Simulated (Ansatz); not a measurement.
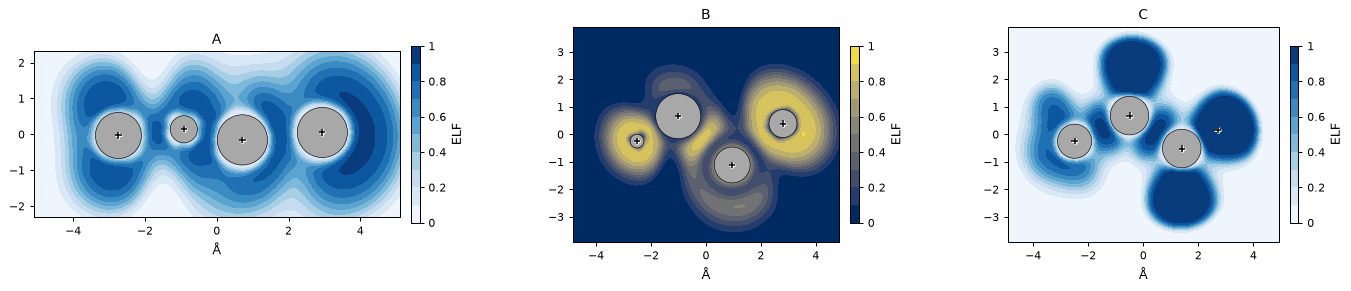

The electron localisation function of 3 systems, each on a plane through atoms (crosses mark nuclei in the plane; grey discs cover the cores).

All numbers below come from isolated molecule in a Gaussian basis; Kohn-Sham density functional theory, functional PBE0 in Ansatz 0.2.0.

System 1: H5PSi2 (SMILES [SiH2][SiH]=[PH2+]) (charge +1, doublet), the plane of atoms P1, Si3 and Si2. Geometry: PBE0-D3(BJ)/def2-SVP.

```xyz
8

P    -0.1049    1.9807    3.0630
Si   -2.8930    0.3809    0.8550
Si   -0.8606    1.2921    1.1156
H    -3.4005    0.0897   -0.5059
H    -3.6550   -0.0653    2.0444
H    -0.1728    1.7663   -0.1127
H    -0.4937    0.8276    3.8033
H     1.2532    1.6274    2.8131
```

System 2: ClFGeH3Sn (SMILES [F][GeH2][SnH][Cl]) (doublet), the plane of atoms F2, Ge3 and Sn4. Geometry: r2SCAN-D4/def2-SVP; core potentials replace the inner electrons of Sn.

```xyz
7

Cl   -1.8638    0.9535   -1.7966
F     2.0052   -0.0516    1.7667
Ge    0.4545   -0.2869    0.9853
Sn    0.3749    1.3783   -1.0730
H    -0.6162    0.0562    2.0325
H     0.4071   -1.7725    0.5780
H     1.3311    0.8575   -2.4309
```

System 3: CBrSi2 (charge −1, triplet), the molecular plane. Geometry: PBE0-D3(BJ)/def2-SVPD; ⟨S²⟩ = 2.10, above the pure value of 2.00.

```yaml
atoms:
  - { symbol: C, position_ang: [0.7650, -1.6854, -1.7867] }
  - { symbol: Br, position_ang: [1.7922, -1.7848, -3.2982] }
  - { symbol: Si, position_ang: [-1.7544, -1.5782, 1.1378] }
  - { symbol: Si, position_ang: [-0.4962, -1.6986, -0.7080] }
```

Match each panel to its system.

Panel A is system 3, CBrSi2: the plane holds C, Br and Si. C–Si (1.66 Å): the ELF peaks at about 0.85 between the atoms, as expected for a covalent bond. Panel B is system 2, ClFGeH3Sn: the plane holds Cl, F, Ge and Sn. Ge–F (1.75 Å): the ELF peaks at about 0.80 in the valence shell of F, 0.5 Å from its nucleus, and is about 0.25 at the midpoint. Panel C is system 1, H5PSi2: the plane holds P, Si and H. Si–P (2.20 Å): the ELF peaks at about 0.95 between the atoms; a covalent bond.
